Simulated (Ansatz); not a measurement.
# CH₅Al₂N: geometry relaxation (part 2 of 2)

The same run, continued: CH₅Al₂N; RKS B3LYP/def2-SVP (Ansatz 0.2.0). It belongs to a series of runs on one base structure; here: end point B relaxed.

Geometry of the input (Å):
```
Al -0.3809  1.0757  -1.1767
N  -0.4382  -0.6923  -0.5346
C  0.7460  -1.0115  0.2276
Al -0.6047  -0.5419  1.3785
H  -0.4418  1.3778  -2.7806
H  -0.0124  2.3342  -0.2181
H  1.0515  -2.0913  0.1934
H  -1.4057  0.4311  -0.2248
H  -1.4869  -0.2237  2.7630
```

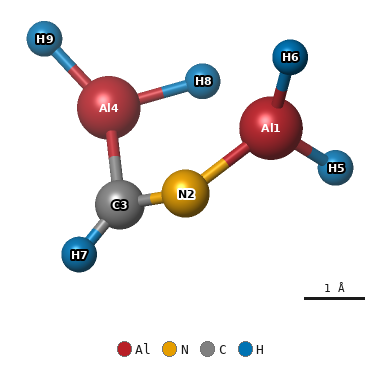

Fig. 1: The geometry at step 13 of the log (ball-and-stick view, seen at a tilt; atoms are numbered from 1 in the order of the input).

### What the program printed, continued
```
relax step  24: F+E_penalty+E_count = -15796.50296645 eV  Δ(F+E_penalty+E_count) = -9.781e-5 eV  max|allowed force component| = 1.279e-2 eV/Å  Δτ_max = 0.0062 Å  (20 SCF iters, accepted)
943 factors; integrals over basis functions are off by at most 6.8e-4 eV
mean field evaluation 192: about -15796.5030 eV, gradient 1.2e-4 eV
mean field -15796.50296645 eV, -580.5107767628 hartree, gradient 6.2e-5 eV, S^2 0.000000; 1 other end points of the search recorded, 0 dependent functions left out
the calculation of the forces begins
reference -15796.50324601 eV, -580.5107870362 hartree; 22, 22 occupied and 67, 67 virtual orbitals, 943 factors
Total energy: -15796.50324601 eV, -580.5107870362 hartree
Atom 0 at    -0.225516     1.187351    -0.991240 Å, force     0.006193    -0.006011     0.001686 eV/Å
Atom 1 at     0.609623    -0.324936    -0.285336 Å, force    -0.008284     0.012786    -0.002278 eV/Å
Atom 2 at     0.293773    -1.474615     0.160402 Å, force     0.002882    -0.004434    -0.000989 eV/Å
Atom 3 at    -1.051118    -0.427509     1.065273 Å, force    -0.002422     0.004412     0.000567 eV/Å
Atom 4 at    -0.726170     0.986624    -2.472960 Å, force    -0.001951    -0.000851     0.000680 eV/Å
Atom 5 at     0.158475     2.557952    -0.309779 Å, force     0.002188     0.000673    -0.002544 eV/Å
Atom 6 at     0.892672    -2.387531    -0.023265 Å, force     0.002233    -0.002815    -0.000227 eV/Å
Atom 7 at    -1.886720     0.424677    -0.060550 Å, force     0.001744    -0.000342     0.001780 eV/Å
Atom 8 at    -1.038068     0.116117     2.545105 Å, force    -0.002584    -0.003418     0.001325 eV/Å
Dipole moment:    -0.113992    -0.353273     0.101221 e Å
```

### Trajectory as extended XYZ (Å, eV, eV/Å), 11 of the 24 frames kept, from step=1 to step=24
```
9
Properties=species:S:1:pos:R:3:forces:R:3 step=1 energy=-15790.36426
Al   -0.3809    1.0757   -1.1767    0.9280   1.3473  -1.5111
N    -0.4382   -0.6923   -0.5346    4.0032  -0.8695  -4.5089
C     0.7460   -1.0115    0.2276   -0.2001  -0.5402   0.1019
Al   -0.6047   -0.5419    1.3785   -1.4667   2.0765   2.7291
H    -0.4418    1.3778   -2.7806   -0.2042  -0.3710   0.5965
H    -0.0124    2.3342   -0.2181    0.3153  -0.3962  -0.1960
H     1.0515   -2.0913    0.1934   -0.8158  -0.1284   0.2757
H    -1.4057    0.4311   -0.2248   -3.2103  -0.6261   3.5924
H    -1.4869   -0.2237    2.7630    0.6507  -0.4925  -1.0795
9
Properties=species:S:1:pos:R:3:forces:R:3 step=3 energy=-15793.80252
Al   -0.4371    1.1200   -1.1678   -0.0399  -0.4190   0.0689
N    -0.1200   -0.7067   -0.7523    4.6995  -1.3759   1.3303
C     0.7558   -1.0720    0.2878   -3.3578  -0.0317  -2.6796
Al   -0.6687   -0.3286    1.2838   -0.6431   1.3791  -0.1905
H    -0.4957    1.3484   -2.7385   -0.3623   0.0084   0.1370
H     0.0387    2.3116   -0.2194    0.1915  -0.0855   0.0541
H     0.9844   -2.1591    0.2610    0.5663   0.0429   0.1385
H    -1.5799    0.4172    0.0091   -1.1915   0.7436   1.2033
H    -1.4506   -0.2726    2.6639    0.1374  -0.2619  -0.0620
9
Properties=species:S:1:pos:R:3:forces:R:3 step=6 energy=-15795.81465
Al   -0.3574    0.9941   -1.2023    0.0784   0.0455  -0.4821
N     0.3372   -0.7400   -0.9653    0.5871   0.1213   0.8557
C     0.5651   -1.1228    0.2553   -0.5261  -0.3285  -1.5820
Al   -0.8203   -0.1632    1.2323   -0.0124  -0.3503   0.9427
H    -0.8521    1.3857   -2.6581   -0.1851   0.0179   0.1992
H     0.2637    2.0698   -0.1785    0.1125  -0.0817  -0.0339
H     1.1452   -2.0758    0.3810   -0.0072   0.3836   0.4096
H    -1.6922    0.6448    0.1360   -0.0310   0.1202  -0.3445
H    -1.5622   -0.3344    2.6273   -0.0162   0.0721   0.0353
9
Properties=species:S:1:pos:R:3:forces:R:3 step=8 energy=-15796.13381
Al   -0.2526    1.0096   -1.2168   -0.1997   0.1101  -0.2719
N     0.5852   -0.6532   -0.9887   -0.0339   0.4055   0.2482
C     0.4575   -1.1953    0.1571    0.1548  -0.3602  -0.0336
Al   -0.9871   -0.3246    1.2221    0.0298  -0.1046   0.3051
H    -1.0627    1.3995   -2.5256    0.0974  -0.0467   0.0378
H     0.3685    2.0898   -0.2122    0.0891   0.0352  -0.1056
H     1.1284   -2.0385    0.4537   -0.1457  -0.0132  -0.0213
H    -1.6560    0.5775    0.0222   -0.0038  -0.0428   0.0212
H    -1.5544   -0.2066    2.7160    0.0121   0.0167  -0.1799
9
Properties=species:S:1:pos:R:3:forces:R:3 step=10 energy=-15796.26174
Al   -0.2217    1.0924   -1.1952   -0.0480   0.1017  -0.0778
N     0.6747   -0.5188   -0.8451   -0.4354  -0.0689   0.8353
C     0.4124   -1.2684    0.1626    0.5024   0.0614  -0.5885
Al   -1.0590   -0.4789    1.2341   -0.1091   0.1654   0.0168
H    -1.0708    1.3065   -2.5192    0.0471  -0.1386   0.0356
H     0.4290    2.3362   -0.4316   -0.0154  -0.0901  -0.0375
H     1.0669   -2.1451    0.3862   -0.1591   0.0299  -0.0463
H    -1.6477    0.5644    0.1029    0.1361   0.0438  -0.0513
H    -1.5568   -0.2302    2.7329    0.0814  -0.1046  -0.0863
9
Properties=species:S:1:pos:R:3:forces:R:3 step=13 energy=-15796.36484
Al   -0.1738    1.1814   -1.1296   -0.0618   0.0773   0.0439
N     0.7364   -0.3500   -0.5871   -0.1498  -0.1999   0.2204
C     0.3558   -1.3166    0.1471    0.2406  -0.0246  -0.1600
Al   -1.1279   -0.5291    1.1758   -0.0315   0.1684   0.0112
H    -1.0080    1.0193   -2.4665    0.0447  -0.0103   0.0014
H     0.3897    2.5741   -0.6124   -0.0077  -0.0838   0.0012
H     0.9409   -2.2655    0.2251   -0.0927   0.1599  -0.0417
H    -1.6094    0.6729    0.1562    0.0106  -0.0696  -0.0244
H    -1.4766   -0.3283    2.7190    0.0476  -0.0174  -0.0518
9
Properties=species:S:1:pos:R:3:forces:R:3 step=15 energy=-15796.42327
Al   -0.2213    1.1955   -1.0333    0.0273  -0.1719  -0.0949
N     0.7093   -0.3284   -0.4441   -0.4206  -0.5753   0.4148
C     0.3150   -1.4042    0.1207    0.1096   0.6366  -0.0951
Al   -1.1205   -0.5021    1.1186    0.2388   0.0663  -0.0325
H    -0.8374    0.9880   -2.4833    0.0474   0.0554   0.0993
H     0.2278    2.5752   -0.4138    0.0125   0.0421   0.0151
H     0.8874   -2.3535    0.1096    0.0357   0.0250  -0.0890
H    -1.7330    0.5347   -0.0025   -0.0786  -0.0247   0.0566
H    -1.2002   -0.0472    2.6559    0.0278  -0.0534  -0.2744
9
Properties=species:S:1:pos:R:3:forces:R:3 step=17 energy=-15796.47549
Al   -0.2563    1.1847   -0.9703    0.0916  -0.0103  -0.2098
N     0.6556   -0.3354   -0.3270   -0.2188   0.0558   0.0279
C     0.3067   -1.4615    0.1370   -0.0873  -0.1692   0.1275
Al   -1.0842   -0.4717    1.0749    0.1889   0.1686   0.1065
H    -0.7301    1.0041   -2.4810    0.0407   0.0147   0.1962
H     0.1340    2.5586   -0.2902   -0.0169  -0.0312  -0.0104
H     0.8742   -2.4108    0.0140   -0.0048   0.1945  -0.0272
H    -1.8456    0.4381   -0.0823    0.0510  -0.0692   0.1021
H    -1.0273    0.1521    2.5526   -0.0444  -0.1536  -0.3127
9
Properties=species:S:1:pos:R:3:forces:R:3 step=19 energy=-15796.47696 accepted=F
Al   -0.1902    1.2023   -1.0253   -0.0290  -0.3875   0.2812
N     0.5923   -0.3400   -0.3048   -0.2120   0.2650   0.0753
C     0.2776   -1.4698    0.1958    0.5059  -0.1990  -0.5568
Al   -1.0729   -0.4165    1.0560   -0.0098   0.1295   0.0428
H    -0.7412    0.9998   -2.4837    0.0357   0.0438  -0.0642
H     0.1607    2.5367   -0.2698    0.0583   0.0871  -0.0624
H     0.9077   -2.3655   -0.0021   -0.2088  -0.0050   0.2037
H    -1.9109    0.4053   -0.0779   -0.0630   0.0068   0.0496
H    -0.9962    0.1059    2.5394   -0.0773   0.0593   0.0308
9
Properties=species:S:1:pos:R:3:forces:R:3 step=22 energy=-15796.50287
Al   -0.2259    1.1874   -0.9903    0.0061  -0.0106  -0.0040
N     0.6093   -0.3262   -0.2858   -0.0201   0.0044   0.0052
C     0.2932   -1.4757    0.1607    0.0210   0.0026  -0.0169
Al   -1.0510   -0.4280    1.0648   -0.0090   0.0154   0.0078
H    -0.7237    0.9881   -2.4735   -0.0018  -0.0003   0.0056
H     0.1559    2.5576   -0.3066    0.0030  -0.0012  -0.0029
H     0.8925   -2.3885   -0.0234   -0.0033   0.0007   0.0039
H    -1.8888    0.4226   -0.0613    0.0085  -0.0022   0.0036
H    -1.0345    0.1208    2.5431   -0.0044  -0.0087  -0.0023
9
Properties=species:S:1:pos:R:3:forces:R:3 step=24 energy=-15796.50297
Al   -0.2255    1.1874   -0.9912    0.0062  -0.0060   0.0017
N     0.6096   -0.3249   -0.2853   -0.0083   0.0128  -0.0023
C     0.2938   -1.4746    0.1604    0.0029  -0.0044  -0.0010
Al   -1.0511   -0.4275    1.0653   -0.0024   0.0044   0.0006
H    -0.7262    0.9866   -2.4730   -0.0020  -0.0009   0.0007
H     0.1585    2.5580   -0.3098    0.0022   0.0007  -0.0025
H     0.8927   -2.3875   -0.0233    0.0022  -0.0028  -0.0002
H    -1.8867    0.4247   -0.0605    0.0017  -0.0003   0.0018
H    -1.0381    0.1161    2.5451   -0.0026  -0.0034   0.0013
```

### Key numbers

```json
{"quantity": "outcome", "value": "converged"}
{"quantity": "total energy", "value": "−15796.5032 eV"}
{"quantity": "mean-field energy", "value": "−15796.5032 eV"}
{"quantity": "largest force (length of the vector) at the end", "value": "0.015 eV/Å"}
{"quantity": "hardware", "value": "2 threads of Intel Xeon (Sapphire Rapids), 16 GiB of memory available, shared host"}
{"quantity": "wall time", "value": "35 s (CPU time 66 s)"}
{"quantity": "peak memory", "value": "0.19 GiB"}
```
